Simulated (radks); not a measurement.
# Ionisation of Hf³⁺: one atom, several choices of exchange strength α

Aim: the ionisation energy of Hf³⁺ ([Xe] 4f14 5d1) to Hf⁴⁺ ([Xe] 4f14) for each choice of exchange strength α, and which comes nearest the tabulated value.

Method: Dirac Kohn-Sham, spin-unpolarised, spherical densities, point nucleus; open shells fill j = l - 1/2 first. Code: radks (a radial shooting solver on a logarithmic mesh, Libxc functionals) version 1.

## (1) The atom as given

```
element       : hafnium (Z = 72)
charge        : +3
electrons     : 69
configuration : [Xe] 4f14 5d1
ion           : Hf⁴⁺, [Xe] 4f14
choices       : α = 0.591; α = 0.632; α = 0.667; α = 0.916; α = 1.016; α = 1.026; α = 1.03; α = 1.046
```

In the logs a row gives level, spin channel, occupation and eigenvalue; Etot, Ekin, Encl (electron-nucleus), Eh (Hartree) and Exc are energies, all in hartree; err is the last residual, it the number of iterations.

## (2) α = 0.591: Hf³⁺

Input:

```text
Z 72
configuration [Xe] 4f14 5d1
relativity Dirac
functional xalpha 0.591
spin unpolarised
j_filling energy
nucleus point
c 137.035999084
```

The program printed:

```text
1s1/2   1   2.0000       -2391.90213688
2s1/2   1   2.0000        -409.14644654
2p1/2   1   2.0000        -390.76966210
2p3/2   1   4.0000        -347.14524043
3s1/2   1   2.0000         -93.77772883
3p1/2   1   2.0000         -85.64309418
3p3/2   1   4.0000         -76.30947195
3d3/2   1   4.0000         -62.52022085
3d5/2   1   6.0000         -60.48611898
4s1/2   1   2.0000         -19.53504017
4p1/2   1   2.0000         -16.21369650
4p3/2   1   4.0000         -14.06986173
4d3/2   1   4.0000          -8.61238535
4d5/2   1   6.0000          -8.22089759
4f5/2   1   6.0000          -1.50009129
4f7/2   1   8.0000          -1.43707465
5s1/2   1   2.0000          -3.33318648
5p1/2   1   2.0000          -2.39004674
5p3/2   1   4.0000          -2.10055866
5d3/2   1   1.0000          -0.92984249
5d5/2   1   0.0000          -0.90604984
Etot -15046.58178931124
Ekin 16836.491786665585
Encl -37455.080310518926
Eh 5830.686137106098
Exc -258.67940256399737
err 1.3470550048610323e-08
it 14
```

5d3/2 is the highest filled level (-25.302 eV).

Radial moments (bohr):

| level | occupation | energy (eV) | <r> | outermost maximum (interpolated) | 90 % within | nodes |
| --- | --- | --- | --- | --- | --- | --- |
| 4d5/2 | 6 | -223.70 | 0.5420 | 0.476 | 0.815 | 1 |
| 5s1/2 | 2 | -90.701 | 1.136 | 1.02 | 1.64 | 4 |
| 5p1/2 | 2 | -65.036 | 1.263 | 1.10 | 1.85 | 3 |
| 5p3/2 | 4 | -57.159 | 1.368 | 1.19 | 2.01 | 3 |
| 4f5/2 | 6 | -40.820 | 0.6759 | 0.453 | 1.15 | 0 |
| 4f7/2 | 8 | -39.105 | 0.6888 | 0.458 | 1.17 | 0 |
| 5d3/2 | 1 | -25.302 | 1.971 | 1.59 | 3.02 | 2 |
| 5d5/2 | 0 | -24.655 | 2.021 | 1.63 | 3.09 | 2 |

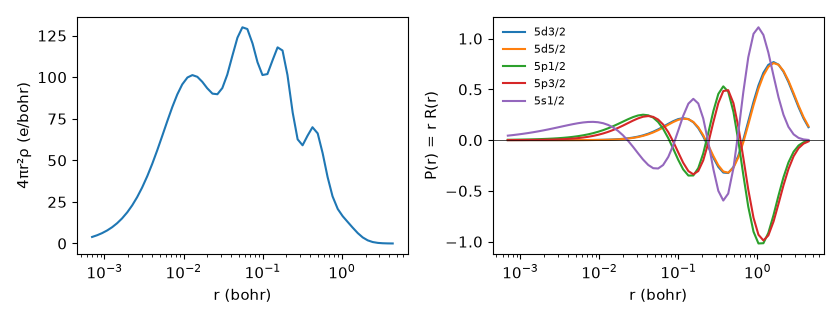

Left: shells in the radial density. Right: radial functions of the outer levels.

## (3) α = 0.591: Hf⁴⁺

Input: that of step 2 with these lines changed.

```diff
@@ -1,3 +1,3 @@
 Z 72
-configuration [Xe] 4f14 5d1
+configuration [Xe] 4f14
 relativity Dirac
```

The program printed:

```text
1s1/2   1   2.0000       -2392.40529422
2s1/2   1   2.0000        -409.65138555
2p1/2   1   2.0000        -391.27480787
2p3/2   1   4.0000        -347.65031194
3s1/2   1   2.0000         -94.27630753
3p1/2   1   2.0000         -86.14198944
3p3/2   1   4.0000         -76.80802150
3d3/2   1   4.0000         -63.01997879
3d5/2   1   6.0000         -60.98570658
4s1/2   1   2.0000         -20.03374583
4p1/2   1   2.0000         -16.71255564
4p3/2   1   4.0000         -14.56913863
4d3/2   1   4.0000          -9.11207396
4d5/2   1   6.0000          -8.72071916
4f5/2   1   6.0000          -1.99820250
4f7/2   1   8.0000          -1.93497780
5s1/2   1   2.0000          -3.82697400
5p1/2   1   2.0000          -2.87548561
5p3/2   1   4.0000          -2.57823456
Etot -15045.443704637892
Ekin 16835.380982341445
Encl -37418.9740937021
Eh 5796.5072732570525
Exc -258.35786653429005
err 7.676148107919966e-09
it 15
```

Δ-SCF with α = 0.591: 30.969 eV.

## (4) α = 0.632: Hf³⁺

Input:

```text
Z 72
configuration [Xe] 4f14 5d1
relativity Dirac
functional xalpha 0.632
spin unpolarised
j_filling energy
nucleus point
c 137.035999084
```

The program printed:

```text
1s1/2   1   2.0000       -2393.54547002
2s1/2   1   2.0000        -409.67550384
2p1/2   1   2.0000        -391.35322391
2p3/2   1   4.0000        -347.65916481
3s1/2   1   2.0000         -93.97382187
3p1/2   1   2.0000         -85.84952381
3p3/2   1   4.0000         -76.49448123
3d3/2   1   4.0000         -62.71163340
3d5/2   1   6.0000         -60.67116906
4s1/2   1   2.0000         -19.61737165
4p1/2   1   2.0000         -16.29519611
4p3/2   1   4.0000         -14.14641275
4d3/2   1   4.0000          -8.68257847
4d5/2   1   6.0000          -8.28964340
4f5/2   1   6.0000          -1.55189890
4f7/2   1   8.0000          -1.48820768
5s1/2   1   2.0000          -3.37011555
5p1/2   1   2.0000          -2.42395157
5p3/2   1   4.0000          -2.13215780
5d3/2   1   1.0000          -0.95070505
5d5/2   1   0.0000          -0.92620809
Etot -15064.538948224523
Ekin 16856.65340694472
Encl -37485.63059727118
Eh 5841.419243474515
Exc -276.98100137257825
err 1.223936913190638e-08
it 14
```

The top filled level is 5d3/2, -25.870 eV.

## (5) α = 0.632: Hf⁴⁺

Input: that of step 4 with these lines changed.

```diff
@@ -1,3 +1,3 @@
 Z 72
-configuration [Xe] 4f14 5d1
+configuration [Xe] 4f14
 relativity Dirac
```

The program printed:

```text
1s1/2   1   2.0000       -2394.05349100
2s1/2   1   2.0000        -410.18535272
2p1/2   1   2.0000        -391.86329117
2p3/2   1   4.0000        -348.16915536
3s1/2   1   2.0000         -94.47725340
3p1/2   1   2.0000         -86.35327449
3p3/2   1   4.0000         -76.99788381
3d3/2   1   4.0000         -63.21625173
3d5/2   1   6.0000         -61.17561535
4s1/2   1   2.0000         -20.12091665
4p1/2   1   2.0000         -16.79889315
4p3/2   1   4.0000         -14.65052757
4d3/2   1   4.0000          -9.18709162
4d5/2   1   6.0000          -8.79428654
4f5/2   1   6.0000          -2.05470735
4f7/2   1   8.0000          -1.99080428
5s1/2   1   2.0000          -3.86775510
5p1/2   1   2.0000          -2.91293760
5p3/2   1   4.0000          -2.61311399
Etot -15063.378397408289
Ekin 16855.522245748045
Encl -37449.18103504384
Eh 5806.912625986159
Exc -276.63223409865395
err 7.415535041828684e-09
it 15
```

α = 0.632 gives an ionisation energy of 31.580 eV.

## (6) α = 0.667: Hf³⁺

Input:

```text
Z 72
configuration [Xe] 4f14 5d1
relativity Dirac
functional xalpha 0.667
spin unpolarised
j_filling energy
nucleus point
c 137.035999084
```

The program printed:

```text
1s1/2   1   2.0000       -2394.94935681
2s1/2   1   2.0000        -410.12795240
2p1/2   1   2.0000        -391.85226777
2p3/2   1   4.0000        -348.09870304
3s1/2   1   2.0000         -94.14195438
3p1/2   1   2.0000         -86.02651212
3p3/2   1   4.0000         -76.65316809
3d3/2   1   4.0000         -62.87580967
3d5/2   1   6.0000         -60.82990641
4s1/2   1   2.0000         -19.68839624
4p1/2   1   2.0000         -16.36551122
4p3/2   1   4.0000         -14.21247752
4d3/2   1   4.0000          -8.74320896
4d5/2   1   6.0000          -8.34902988
4f5/2   1   6.0000          -1.59682113
4f7/2   1   8.0000          -1.53255166
5s1/2   1   2.0000          -3.40198598
5p1/2   1   2.0000          -2.45321076
5p3/2   1   4.0000          -2.15941945
5d3/2   1   1.0000          -0.96878523
5d5/2   1   0.0000          -0.94368083
Etot -15079.886494549743
Ekin 16873.885518260333
Encl -37511.69559917283
Eh 5850.564171007377
Exc -292.64058464462016
err 1.1531419175616293e-08
it 14
```

The top filled level is 5d3/2, -26.362 eV.

## (7) α = 0.667: Hf⁴⁺

Input: that of step 6 with these lines changed.

```diff
@@ -1,3 +1,3 @@
 Z 72
-configuration [Xe] 4f14 5d1
+configuration [Xe] 4f14
 relativity Dirac
```

The program printed:

```text
1s1/2   1   2.0000       -2395.46149822
2s1/2   1   2.0000        -410.64195799
2p1/2   1   2.0000        -392.36650261
2p3/2   1   4.0000        -348.61285867
3s1/2   1   2.0000         -94.64949367
3p1/2   1   2.0000         -86.53437286
3p3/2   1   4.0000         -77.16067860
3d3/2   1   4.0000         -63.38454191
3d5/2   1   6.0000         -61.33846515
4s1/2   1   2.0000         -20.19603648
4p1/2   1   2.0000         -16.87330222
4p3/2   1   4.0000         -14.72068621
4d3/2   1   4.0000          -9.25180413
4d5/2   1   6.0000          -8.85775242
4f5/2   1   6.0000          -2.10360387
4f7/2   1   8.0000          -2.03911924
5s1/2   1   2.0000          -3.90285845
5p1/2   1   2.0000          -2.94517213
5p3/2   1   4.0000          -2.64312392
Etot -15078.70651325042
Ekin 16872.736723820228
Encl -37474.955310827885
Eh 5815.780165274519
Exc -292.2680915172806
err 6.643632121557562e-09
it 15
```

α = 0.667 gives an ionisation energy of 32.109 eV.

## (8) α = 0.916: Hf³⁺

Input:

```text
Z 72
configuration [Xe] 4f14 5d1
relativity Dirac
functional xalpha 0.916
spin unpolarised
j_filling energy
nucleus point
c 137.035999084
```

The program printed:

```text
1s1/2   1   2.0000       -2404.96428813
2s1/2   1   2.0000        -413.36801139
2p1/2   1   2.0000        -395.42560850
2p3/2   1   4.0000        -351.24712780
3s1/2   1   2.0000         -95.35719143
3p1/2   1   2.0000         -87.30560075
3p3/2   1   4.0000         -77.80162969
3d3/2   1   4.0000         -64.06394331
3d5/2   1   6.0000         -61.97914390
4s1/2   1   2.0000         -20.21279731
4p1/2   1   2.0000         -16.88489135
4p3/2   1   4.0000         -14.70091378
4d3/2   1   4.0000          -9.19282888
4d5/2   1   6.0000          -8.78957148
4f5/2   1   6.0000          -1.93445722
4f7/2   1   8.0000          -1.86600966
5s1/2   1   2.0000          -3.63744963
5p1/2   1   2.0000          -2.66940329
5p3/2   1   4.0000          -2.36067136
5d3/2   1   1.0000          -1.10449799
5d5/2   1   0.0000          -1.07492263
Etot -15189.557741958799
Ekin 16997.03588486545
Encl -37696.77506373942
Eh 5915.190063279086
Exc -405.00862636391565
err 6.685664093195263e-09
it 14
```

The top filled level is 5d3/2, -30.055 eV.

## (9) α = 0.916: Hf⁴⁺

Input: that of step 8 with these lines changed.

```diff
@@ -1,3 +1,3 @@
 Z 72
-configuration [Xe] 4f14 5d1
+configuration [Xe] 4f14
 relativity Dirac
```

The program printed:

```text
1s1/2   1   2.0000       -2405.50497774
2s1/2   1   2.0000        -413.91073864
2p1/2   1   2.0000        -395.96866684
2p3/2   1   4.0000        -351.79007873
3s1/2   1   2.0000         -95.89310632
3p1/2   1   2.0000         -87.84185522
3p3/2   1   4.0000         -78.33751738
3d3/2   1   4.0000         -64.60108563
3d5/2   1   6.0000         -62.51610226
4s1/2   1   2.0000         -20.74869634
4p1/2   1   2.0000         -17.42092983
4p3/2   1   4.0000         -15.23736546
4d3/2   1   4.0000          -9.72957002
4d5/2   1   6.0000          -9.32641840
4f5/2   1   6.0000          -2.46864320
4f7/2   1   8.0000          -2.39995551
5s1/2   1   2.0000          -4.15992404
5p1/2   1   2.0000          -3.18121257
5p3/2   1   4.0000          -2.86262972
Etot -15188.232932991892
Ekin 16995.754956076315
Encl -37658.02441265673
Eh 5878.491392382768
Exc -404.4548687942478
err 2.482762835099954e-09
it 15
```

Δ-SCF with α = 0.916: 36.050 eV.

## (10) α = 1.016: Hf³⁺

Input:

```text
Z 72
configuration [Xe] 4f14 5d1
relativity Dirac
functional xalpha 1.016
spin unpolarised
j_filling energy
nucleus point
c 137.035999084
```

The program printed:

```text
1s1/2   1   2.0000       -2408.99960400
2s1/2   1   2.0000        -414.67948400
2p1/2   1   2.0000        -396.87181569
2p3/2   1   4.0000        -352.52190495
3s1/2   1   2.0000         -95.85441959
3p1/2   1   2.0000         -87.82889154
3p3/2   1   4.0000         -78.27224716
3d3/2   1   4.0000         -64.55079956
3d5/2   1   6.0000         -62.45027848
4s1/2   1   2.0000         -20.43251446
4p1/2   1   2.0000         -17.10261057
4p3/2   1   4.0000         -14.90584834
4d3/2   1   4.0000          -9.38211326
4d5/2   1   6.0000          -8.97509618
4f5/2   1   6.0000          -2.07872007
4f7/2   1   8.0000          -2.00856231
5s1/2   1   2.0000          -3.73608548
5p1/2   1   2.0000          -2.76000637
5p3/2   1   4.0000          -2.44493941
5d3/2   1   1.0000          -1.16243364
5d5/2   1   0.0000          -1.13099629
Etot -15233.840872155817
Ekin 17046.76766053922
Encl -37770.94547048623
Eh 5940.946176976233
Exc -450.60923918504045
err 4.0624816215712275e-09
it 15
```

The top filled level is 5d3/2, -31.631 eV.

## (11) α = 1.016: Hf⁴⁺

Input: that of step 10 with these lines changed.

```diff
@@ -1,3 +1,3 @@
 Z 72
-configuration [Xe] 4f14 5d1
+configuration [Xe] 4f14
 relativity Dirac
```

The program printed:

```text
1s1/2   1   2.0000       -2409.55141927
2s1/2   1   2.0000        -415.23336516
2p1/2   1   2.0000        -397.42608062
2p3/2   1   4.0000        -353.07604612
3s1/2   1   2.0000         -96.40135487
3p1/2   1   2.0000         -88.37617434
3p3/2   1   4.0000         -78.81915605
3d3/2   1   4.0000         -65.09897074
3d5/2   1   6.0000         -62.99826161
4s1/2   1   2.0000         -20.97937241
4p1/2   1   2.0000         -17.64960212
4p3/2   1   4.0000         -15.45324870
4d3/2   1   4.0000          -9.92975740
4d5/2   1   6.0000          -9.52283579
4f5/2   1   6.0000          -2.62352207
4f7/2   1   8.0000          -2.55311353
5s1/2   1   2.0000          -4.26658865
5p1/2   1   2.0000          -3.27918191
5p3/2   1   4.0000          -2.95363499
Etot -15232.454704212856
Ekin 17045.430420493427
Encl -37731.41321791556
Eh 5903.504769669582
Exc -449.9766764603087
err 4.111954105443179e-09
it 15
```

Δ-SCF with α = 1.016: 37.720 eV.

## (12) α = 1.026: Hf³⁺

Input:

```text
Z 72
configuration [Xe] 4f14 5d1
relativity Dirac
functional xalpha 1.026
spin unpolarised
j_filling energy
nucleus point
c 137.035999084
```

The program printed:

```text
1s1/2   1   2.0000       -2409.40354792
2s1/2   1   2.0000        -414.81094827
2p1/2   1   2.0000        -397.01678145
2p3/2   1   4.0000        -352.64970299
3s1/2   1   2.0000         -95.90442542
3p1/2   1   2.0000         -87.88151686
3p3/2   1   4.0000         -78.31959837
3d3/2   1   4.0000         -64.59978432
3d5/2   1   6.0000         -62.49768787
4s1/2   1   2.0000         -20.45476489
4p1/2   1   2.0000         -17.12466195
4p3/2   1   4.0000         -14.92660974
4d3/2   1   4.0000          -9.40130817
4d5/2   1   6.0000          -8.99391150
4f5/2   1   6.0000          -2.09341310
4f7/2   1   8.0000          -2.02308328
5s1/2   1   2.0000          -3.74607125
5p1/2   1   2.0000          -2.76918095
5p3/2   1   4.0000          -2.45347060
5d3/2   1   1.0000          -1.16833353
5d5/2   1   0.0000          -1.13670807
Etot -15238.27668373932
Ekin 17051.749448965114
Encl -37778.35793799149
Eh 5943.515968589935
Exc -455.18416330288005
err 4.054288039912468e-09
it 15
```

The top filled level is 5d3/2, -31.792 eV.

## (13) α = 1.026: Hf⁴⁺

Input: that of step 12 with these lines changed.

```diff
@@ -1,3 +1,3 @@
 Z 72
-configuration [Xe] 4f14 5d1
+configuration [Xe] 4f14
 relativity Dirac
```

The program printed:

```text
1s1/2   1   2.0000       -2409.95646611
2s1/2   1   2.0000        -415.36593388
2p1/2   1   2.0000        -397.57215646
2p3/2   1   4.0000        -353.20495246
3s1/2   1   2.0000         -96.45245208
3p1/2   1   2.0000         -88.42989186
3p3/2   1   4.0000         -78.86759873
3d3/2   1   4.0000         -65.14904755
3d5/2   1   6.0000         -63.04676263
4s1/2   1   2.0000         -21.00270759
4p1/2   1   2.0000         -17.67273762
4p3/2   1   4.0000         -15.47509368
4d3/2   1   4.0000          -9.95003110
4d5/2   1   6.0000          -9.54272882
4f5/2   1   6.0000          -2.63926555
4f7/2   1   8.0000          -2.56868387
5s1/2   1   2.0000          -4.27735816
5p1/2   1   2.0000          -3.28907536
5p3/2   1   4.0000          -2.96282251
Etot -15236.884280816766
Ekin 17050.406476910815
Encl -37738.748259671615
Eh 5906.001036531454
Exc -454.5435345874213
err 8.221206244447855e-09
it 15
```

Δ-SCF with α = 1.026: 37.889 eV.

## (14) α = 1.03: Hf³⁺

Input:

```text
Z 72
configuration [Xe] 4f14 5d1
relativity Dirac
functional xalpha 1.03
spin unpolarised
j_filling energy
nucleus point
c 137.035999084
```

The program printed:

```text
1s1/2   1   2.0000       -2409.56514640
2s1/2   1   2.0000        -414.86355003
2p1/2   1   2.0000        -397.07478523
2p3/2   1   4.0000        -352.70083843
3s1/2   1   2.0000         -95.92444207
3p1/2   1   2.0000         -87.90258198
3p3/2   1   4.0000         -78.33855350
3d3/2   1   4.0000         -64.61939336
3d5/2   1   6.0000         -62.51666659
4s1/2   1   2.0000         -20.46367912
4p1/2   1   2.0000         -17.13349661
4p3/2   1   4.0000         -14.93492781
4d3/2   1   4.0000          -9.40899958
4d5/2   1   6.0000          -9.00145089
4f5/2   1   6.0000          -2.09930379
4f7/2   1   8.0000          -2.02890510
5s1/2   1   2.0000          -3.75007169
5p1/2   1   2.0000          -2.77285653
5p3/2   1   4.0000          -2.45688833
5d3/2   1   1.0000          -1.17069887
5d5/2   1   0.0000          -1.13899807
Etot -15240.051389855973
Ekin 17053.742602427206
Encl -37781.322698471864
Eh 5944.543595160945
Exc -457.0148889722607
err 4.042321552414572e-09
it 15
```

5d3/2 is the highest filled level (-31.856 eV).

## (15) α = 1.03: Hf⁴⁺

Input: that of step 14 with these lines changed.

```diff
@@ -1,3 +1,3 @@
 Z 72
-configuration [Xe] 4f14 5d1
+configuration [Xe] 4f14
 relativity Dirac
```

The program printed:

```text
1s1/2   1   2.0000       -2410.11850528
2s1/2   1   2.0000        -415.41897688
2p1/2   1   2.0000        -397.63060376
2p3/2   1   4.0000        -353.25653069
3s1/2   1   2.0000         -96.47290475
3p1/2   1   2.0000         -88.45139333
3p3/2   1   4.0000         -78.88698992
3d3/2   1   4.0000         -65.16909287
3d5/2   1   6.0000         -63.06617748
4s1/2   1   2.0000         -21.01205517
4p1/2   1   2.0000         -17.68200537
4p3/2   1   4.0000         -15.48384462
4d3/2   1   4.0000          -9.95815346
4d5/2   1   6.0000          -9.55069872
4f5/2   1   6.0000          -2.64557587
4f7/2   1   8.0000          -2.57492489
5s1/2   1   2.0000          -4.28167114
5p1/2   1   2.0000          -3.29303761
5p3/2   1   4.0000          -2.96650191
Etot -15238.656487922066
Ekin 17052.39733251601
Encl -37741.68208621061
Eh 5906.99929025141
Exc -456.3710244788771
err 7.972004375576111e-09
it 15
```

α = 1.03 gives an ionisation energy of 37.957 eV.

## (16) α = 1.046: Hf³⁺

Input:

```text
Z 72
configuration [Xe] 4f14 5d1
relativity Dirac
functional xalpha 1.046
spin unpolarised
j_filling energy
nucleus point
c 137.035999084
```

The program printed:

```text
1s1/2   1   2.0000       -2410.21165970
2s1/2   1   2.0000        -415.07404869
2p1/2   1   2.0000        -397.30690014
2p3/2   1   4.0000        -352.90547276
3s1/2   1   2.0000         -96.00459033
3p1/2   1   2.0000         -87.98692797
3p3/2   1   4.0000         -78.41445754
3d3/2   1   4.0000         -64.69791586
3d5/2   1   6.0000         -62.59266692
4s1/2   1   2.0000         -20.49941621
4p1/2   1   2.0000         -17.16891564
4p3/2   1   4.0000         -14.96827712
4d3/2   1   4.0000          -9.43984185
4d5/2   1   6.0000          -9.03168404
4f5/2   1   6.0000          -2.12294350
4f7/2   1   8.0000          -2.05226901
5s1/2   1   2.0000          -3.76610835
5p1/2   1   2.0000          -2.78759158
5p3/2   1   4.0000          -2.47058920
5d3/2   1   1.0000          -1.18019096
5d5/2   1   0.0000          -1.14818826
Etot -15247.152393840395
Ekin 17061.717719249573
Encl -37793.18045514614
Eh 5948.652452906201
Exc -464.3421108500296
err 3.9290226941620535e-09
it 15
```

The top filled level is 5d3/2, -32.115 eV.

## (17) α = 1.046: Hf⁴⁺

Input: that of step 16 with these lines changed.

```diff
@@ -1,3 +1,3 @@
 Z 72
-configuration [Xe] 4f14 5d1
+configuration [Xe] 4f14
 relativity Dirac
```

The program printed:

```text
1s1/2   1   2.0000       -2410.76677867
2s1/2   1   2.0000        -415.63123744
2p1/2   1   2.0000        -397.86448976
2p3/2   1   4.0000        -353.46293317
3s1/2   1   2.0000         -96.55479415
3p1/2   1   2.0000         -88.53748176
3p3/2   1   4.0000         -78.96463524
3d3/2   1   4.0000         -65.24935747
3d5/2   1   6.0000         -63.14391926
4s1/2   1   2.0000         -21.04952253
4p1/2   1   2.0000         -17.71915364
4p3/2   1   4.0000         -15.51892226
4d3/2   1   4.0000          -9.99071630
4d5/2   1   6.0000          -9.58265065
4f5/2   1   6.0000          -2.67089098
4f7/2   1   8.0000          -2.59996246
5s1/2   1   2.0000          -4.29895252
5p1/2   1   2.0000          -3.30891432
5p3/2   1   4.0000          -2.98124454
Etot -15245.747467214856
Ekin 17060.363228754453
Encl -37753.41631243528
Eh 5910.99086616432
Exc -463.6852496983512
err 7.064576473261715e-09
it 15
```

α = 1.046 gives an ionisation energy of 38.230 eV.

## (18) What came out

| exchange strength α | E(Hf³⁺) (hartree) | Δ-SCF (eV) | −ε(HOMO) (eV) | <r> HOMO (bohr) | error (eV) |
| --- | --- | --- | --- | --- | --- |
| α = 0.591 | -15046.5818 | 30.969 | 25.302 | 1.971 | -2.40 |
| α = 0.632 | -15064.5389 | 31.580 | 25.870 | 1.949 | -1.79 |
| α = 0.667 | -15079.8865 | 32.109 | 26.362 | 1.930 | -1.26 |
| α = 0.916 | -15189.5577 | 36.050 | 30.055 | 1.811 | +2.68 |
| α = 1.016 | -15233.8409 | 37.720 | 31.631 | 1.768 | +4.35 |
| α = 1.026 | -15238.2767 | 37.889 | 31.792 | 1.764 | +4.52 |
| α = 1.03 | -15240.0514 | 37.957 | 31.856 | 1.762 | +4.59 |
| α = 1.046 | -15247.1524 | 38.230 | 32.115 | 1.756 | +4.86 |

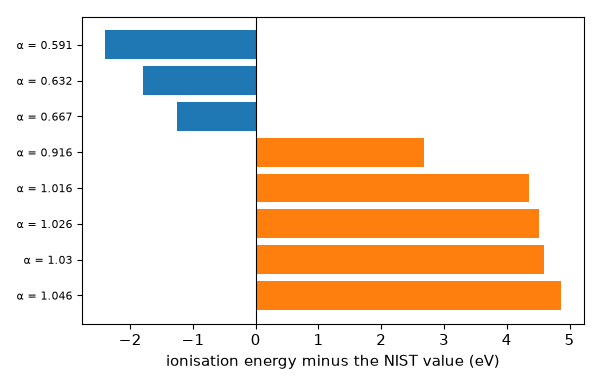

Each choice against the tabulated value.

**Reading.** The NIST Atomic Spectra Database lists 33.37 eV (semi-empirical). The smallest miss is that of α = 0.667 (-1.26 eV), the largest that of α = 1.046 (+4.86 eV). The ionisation energies span 7.26 eV, the total energies of Hf³⁺ 5458 eV: most of the change in the total cancels in the difference. α = 2/3 is LDA exchange; there is no correlation term. The tabulated value is met near α = 0.75. Spin polarisation and multiplet splitting are left out, so open shells lie too high by an amount that depends on their filling.
